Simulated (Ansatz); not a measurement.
Geometry relaxation, with input and output: SiH2ClF (part 2 of 2)

SiH2ClF; RKS CAM-B3LYP-D4/def2-SVP (Ansatz 0.2.0). The input holds or restrains some coordinates. It belongs to a series of runs on one base structure; here: pulled along the bonds that form and break, towards end B.

Geometry of the input (Å):
```
Si 0.0000  0.0000  0.0000
H  0.9994  0.0000  1.3254
H  1.5827  0.0000  0.5009
Cl -1.0032  1.7381  -0.7093
F  -0.7489  -1.2974  -0.5295
```

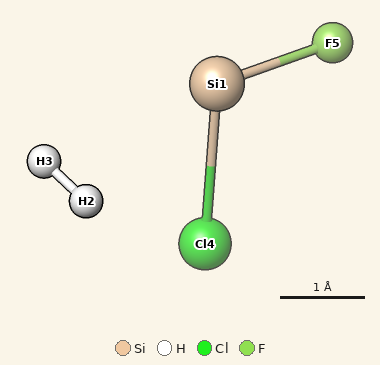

Fig. 1: The geometry at step 13 of the log (ball-and-stick view, seen at a tilt; atoms are numbered from 1 in the order of the input).

## Trajectory as extended XYZ (Å, eV, eV/Å), 25 frames, from step=1 to step=25
```
5
Properties=species:S:1:pos:R:3:forces:R:3 step=1 energy=-23138.68004
Si    0.0000    0.0000    0.0000    3.1176   2.1930   2.2039
H     0.9994    0.0000    1.3254   -4.2651  -0.0282   1.7534
H     1.5827    0.0000    0.5009    0.2314  -0.0283  -4.6054
Cl   -1.0032    1.7381   -0.7093    1.0025  -1.2874   0.7090
F    -0.7489   -1.2974   -0.5295   -0.0864  -0.8491  -0.0608
5
Properties=species:S:1:pos:R:3:forces:R:3 step=2 energy=-23137.06301
Si   -0.1578    0.0261   -0.1116    5.6654   2.0312   4.0007
H     1.0923    0.0007    1.3851   -3.4062   0.0392  -0.0868
H     1.6699    0.0007    0.5686   -1.2196   0.0392  -3.1825
Cl   -1.0063    1.7421   -0.7115   -0.0706   0.4140  -0.0483
F    -0.7681   -1.3290   -0.5431   -0.9690  -2.5236  -0.6831
5
Properties=species:S:1:pos:R:3:forces:R:3 step=3 energy=-23139.05645
Si   -0.3151    0.0549   -0.2230    2.6931  -0.4493   1.8984
H     1.2113   -0.0037    1.4112    3.5429  -0.0561  -2.1500
H     1.7341   -0.0037    0.6721   -0.8483  -0.0561   4.0568
Cl   -1.0170    1.7600   -0.7190   -2.8726   4.3523  -2.0292
F    -0.7833   -1.3667   -0.5538   -2.5150  -3.7908  -1.7760
5
Properties=species:S:1:pos:R:3:forces:R:3 step=4 energy=-23139.68072
Si   -0.4652    0.0667   -0.3293    3.6831  -1.8107   2.5983
H     1.4061   -0.0106    1.4032   -1.9191  -0.0250   3.8626
H     1.7914   -0.0106    0.8585    3.0030  -0.0250  -3.0955
Cl   -1.0698    1.8248   -0.7563   -2.7311   4.4344  -1.9284
F    -0.8325   -1.4296   -0.5886   -2.0359  -2.5737  -1.4369
5
Properties=species:S:1:pos:R:3:forces:R:3 step=5 energy=-23140.51880
Si   -0.4375    0.1186   -0.3101    1.0323  -4.7368   0.7254
H     1.4831   -0.0112    1.5020    0.0433  -0.0270   0.7999
H     1.9103   -0.0112    0.8983    0.7682  -0.0269  -0.2252
Cl   -1.1646    1.8884   -0.8232   -1.7405   1.9144  -1.2274
F    -0.9613   -1.5440   -0.6794   -0.1033   2.8763  -0.0727
5
Properties=species:S:1:pos:R:3:forces:R:3 step=6 energy=-23141.23133
Si   -0.3967    0.0407   -0.2817    0.1947  -2.5047   0.1337
H     1.5610    0.0094    1.5512   -0.2151  -0.0022   1.1149
H     1.9827    0.0095    0.9554    0.9793  -0.0020  -0.5735
Cl   -1.2242    1.8159   -0.8652   -0.9886   0.5110  -0.6964
F    -1.0929   -1.4348   -0.7723    0.0298   1.9978   0.0213
5
Properties=species:S:1:pos:R:3:forces:R:3 step=7 energy=-23141.61247
Si   -0.3358   -0.0179   -0.2392   -0.3961  -0.1676  -0.2839
H     1.6191    0.0107    1.5883   -0.3685   0.0131   1.3496
H     2.0371    0.0107    0.9980    1.1498   0.0131  -0.7957
Cl   -1.3061    1.7126   -0.9228   -0.1837  -0.1736  -0.1288
F    -1.1844   -1.2754   -0.8367   -0.2015   0.3150  -0.1413
5
Properties=species:S:1:pos:R:3:forces:R:3 step=8 energy=-23141.63366
Si   -0.3031   -0.0752   -0.2230   -1.1042  -0.2591  -0.7875
H     1.6491    0.0393    1.6046   -0.6404   0.0359   1.6974
H     2.0631    0.0398    1.0230    1.3912   0.0380  -1.1604
Cl   -1.2987    1.6408   -0.9155    0.1022   0.0172   0.0734
F    -1.2803   -1.2041   -0.9015    0.2512   0.1681   0.1771
5
Properties=species:S:1:pos:R:3:forces:R:3 step=9 energy=-23141.64469
Si   -0.3113   -0.1266   -0.2346   -0.8036  -0.1141  -0.5842
H     1.6392    0.0657    1.5964   -0.7590   0.0409   1.8285
H     2.0522    0.0714    1.0182    1.4792   0.0714  -1.3096
Cl   -1.2399    1.6474   -0.8731    0.0656  -0.0344   0.0490
F    -1.3102   -1.2172   -0.9195    0.0177   0.0363   0.0163
5
Properties=species:S:1:pos:R:3:forces:R:3 step=10 energy=-23141.68352
Si   -0.3104   -0.2674   -0.2611   -0.8787  -0.1260  -0.6486
H     1.6103    0.1433    1.5804   -0.8147   0.0557   1.7669
H     2.0284    0.1597    1.0047    1.4184   0.1413  -1.3166
Cl   -1.0831    1.6417   -0.7562    0.1394  -0.3316   0.0997
F    -1.4151   -1.2367   -0.9803    0.1356   0.2606   0.0986
5
Properties=species:S:1:pos:R:3:forces:R:3 step=11 energy=-23141.71757
Si   -0.2950   -0.3941   -0.2940   -0.9795  -0.0573  -0.7059
H     1.5680    0.2121    1.5566   -0.9002   0.0319   1.7408
H     1.9912    0.2454    0.9850    1.3850   0.2087  -1.3579
Cl   -0.9296    1.6122   -0.6394    0.1763  -0.5776   0.1137
F    -1.5047   -1.2350   -1.0208    0.3182   0.3943   0.2094
5
Properties=species:S:1:pos:R:3:forces:R:3 step=12 energy=-23141.75065
Si   -0.2587   -0.5033   -0.3414   -0.7726   0.1191  -0.5673
H     1.5012    0.2850    1.5188   -1.0171   0.0790   1.7491
H     1.9378    0.3058    0.9581    1.4231   0.1749  -1.3985
Cl   -0.7835    1.5571   -0.5190    0.1599  -0.6090   0.0814
F    -1.5668   -1.2039   -1.0290    0.2067   0.2359   0.1352
5
Properties=species:S:1:pos:R:3:forces:R:3 step=13 energy=-23141.83109
Si   -0.2176   -0.6003   -0.3986   -0.7615   0.2326  -0.4948
H     1.4125    0.4464    1.4639   -0.1432   0.2734   0.4722
H     1.9211    0.2673    0.9480    0.5082  -0.0693  -0.1466
Cl   -0.6704    1.4792   -0.3840    0.1351  -0.5077   0.0338
F    -1.6156   -1.1519   -1.0418    0.2613   0.0710   0.1354
5
Properties=species:S:1:pos:R:3:forces:R:3 step=14 energy=-23141.82609
Si   -0.1381   -0.5311   -0.5686   -0.7227  -0.2247  -0.4782
H     1.3539    0.4492    1.4197   -1.1119   0.7159   1.1319
H     1.8907    0.2105    1.0072    1.4234  -0.5655  -0.7873
Cl   -0.6673    1.4954   -0.3735   -0.0202  -0.1786  -0.0090
F    -1.6092   -1.1833   -0.8974    0.4314   0.2529   0.1427
5
Properties=species:S:1:pos:R:3:forces:R:3 step=15 energy=-23141.82598
Si   -0.1372   -0.5304   -0.5710   -0.7110  -0.2256  -0.4749
H     1.3533    0.4496    1.4185   -1.1251   0.7236   1.1397
H     1.8900    0.2100    1.0070    1.4369  -0.5748  -0.7950
Cl   -0.6681    1.4945   -0.3684   -0.0231  -0.1716  -0.0101
F    -1.6080   -1.1830   -0.8986    0.4223   0.2485   0.1403
5
Properties=species:S:1:pos:R:3:forces:R:3 step=16 energy=-23141.82686
Si   -0.1205   -0.5066   -0.6145   -0.6067  -0.1395  -0.4303
H     1.3469    0.4363    1.4088   -1.2387   0.7460   1.2095
H     1.8858    0.2031    1.0013    1.5467  -0.6174  -0.8641
Cl   -0.7006    1.4917   -0.2954   -0.0189  -0.1848  -0.0281
F    -1.5817   -1.1838   -0.9126    0.3175   0.1957   0.1130
5
Properties=species:S:1:pos:R:3:forces:R:3 step=17 energy=-23141.88935 accepted=F
Si   -0.0830   -0.4318   -0.6961   -0.5436  -0.1237  -0.4095
H     1.3467    0.5473    1.3265    0.8152  -0.5436  -0.1618
H     1.8829    0.0219    1.0749   -0.5669   0.6593   0.4913
Cl   -0.7967    1.4921   -0.2409    0.0575  -0.0492   0.0117
F    -1.5199   -1.1888   -0.8769    0.2377   0.0573   0.0683
5
Properties=species:S:1:pos:R:3:forces:R:3 step=18 energy=-23141.85750
Si   -0.0901   -0.4550   -0.6919   -0.4592  -0.0810  -0.3845
H     1.3310    0.4596    1.3763   -1.1171   0.9198   0.9566
H     1.8648    0.1236    1.0322    1.3830  -0.8194  -0.6254
Cl   -0.7367    1.5048   -0.2862    0.0009  -0.1180  -0.0174
F    -1.5391   -1.1923   -0.8429    0.1923   0.0987   0.0708
5
Properties=species:S:1:pos:R:3:forces:R:3 step=19 energy=-23141.90534
Si   -0.0741   -0.4139   -0.7392   -0.3613  -0.0765  -0.3709
H     1.3331    0.5054    1.3328   -0.3932   0.5853   0.4123
H     1.8422    0.0361    1.0700    0.6262  -0.5002  -0.0962
Cl   -0.7705    1.5128   -0.2759    0.0097  -0.0431  -0.0025
F    -1.5008   -1.1997   -0.8003    0.1185   0.0345   0.0574
5
Properties=species:S:1:pos:R:3:forces:R:3 step=20 energy=-23141.90395
Si   -0.0573   -0.3410   -0.8118   -0.2210  -0.0827  -0.3620
H     1.3731    0.5294    1.2645   -0.8005   1.4560   0.4611
H     1.7514   -0.0675    1.1294    0.9825  -1.3975  -0.1744
Cl   -0.8156    1.5418   -0.2838   -0.0039   0.0080   0.0105
F    -1.4216   -1.2221   -0.7107    0.0428   0.0161   0.0649
5
Properties=species:S:1:pos:R:3:forces:R:3 step=21 energy=-23141.91892
Si   -0.0314   -0.2641   -0.9403   -0.8878  -0.4818   0.0122
H     1.3103    0.4889    1.2456   -0.8038   1.4536   0.4066
H     1.6723   -0.1194    1.1166    0.9521  -1.4704  -0.1891
Cl   -0.8080    1.5702   -0.2857    0.0028   0.0325  -0.0517
F    -1.3132   -1.2349   -0.5487    0.7366   0.4661  -0.1780
5
Properties=species:S:1:pos:R:3:forces:R:3 step=22 energy=-23141.94630
Si   -0.0400   -0.1911   -0.9933   -0.5121  -0.3730  -0.0017
H     1.2816    0.4301    1.2394   -0.7726   1.5335   0.4187
H     1.6120   -0.1931    1.1011    0.8752  -1.5481  -0.2436
Cl   -0.8523    1.6299   -0.3439   -0.0225  -0.0142  -0.0131
F    -1.1713   -1.2351   -0.4157    0.4320   0.4018  -0.1604
5
Properties=species:S:1:pos:R:3:forces:R:3 step=23 energy=-23141.95860
Si   -0.0394   -0.1421   -1.0563   -0.5652  -0.3634   0.2389
H     1.2285    0.3746    1.2298   -0.7337   1.4806   0.4196
H     1.5569   -0.2477    1.0758    0.8281  -1.4932  -0.2819
Cl   -0.8803    1.6561   -0.3771    0.0297   0.0066  -0.0541
F    -1.0357   -1.2003   -0.2847    0.4410   0.3694  -0.3226
5
Properties=species:S:1:pos:R:3:forces:R:3 step=24 energy=-23141.97123
Si   -0.0616   -0.1078   -1.0721   -0.2011  -0.2476   0.0007
H     1.2249    0.3543    1.2101   -0.5364   1.4288   0.3444
H     1.5001   -0.3011    1.0761    0.6328  -1.4236  -0.2107
Cl   -0.9019    1.6934   -0.4071   -0.0389  -0.0366   0.0241
F    -0.9315   -1.1980   -0.2194    0.1437   0.2791  -0.1586
5
Properties=species:S:1:pos:R:3:forces:R:3 step=25 energy=-23141.96849
Si   -0.0533   -0.0964   -1.0721   -0.0783   0.0011  -0.1486
H     1.2993    0.3681    1.1735   -0.2972   1.7405   0.1954
H     1.4390   -0.3348    1.1194    0.3831  -1.7335  -0.0588
Cl   -0.9402    1.6828   -0.4117   -0.0018   0.0163   0.0026
F    -0.9147   -1.1790   -0.2216   -0.0059  -0.0244   0.0094
```

## Summary

```json
{"quantity": "outcome", "value": "converged under the restraints of the input"}
{"quantity": "total energy", "value": "−23141.9686 eV"}
{"quantity": "mean-field energy", "value": "−23141.8883 eV"}
{"quantity": "largest force (length of the vector) at the end, held atoms and coordinates included", "value": "1.776 eV/Å"}
{"quantity": "hardware", "value": "1 thread of AMD EPYC (Zen 3), 32 GiB of memory available, shared host"}
{"quantity": "wall time", "value": "46 s"}
{"quantity": "peak memory", "value": "0.15 GiB"}
```
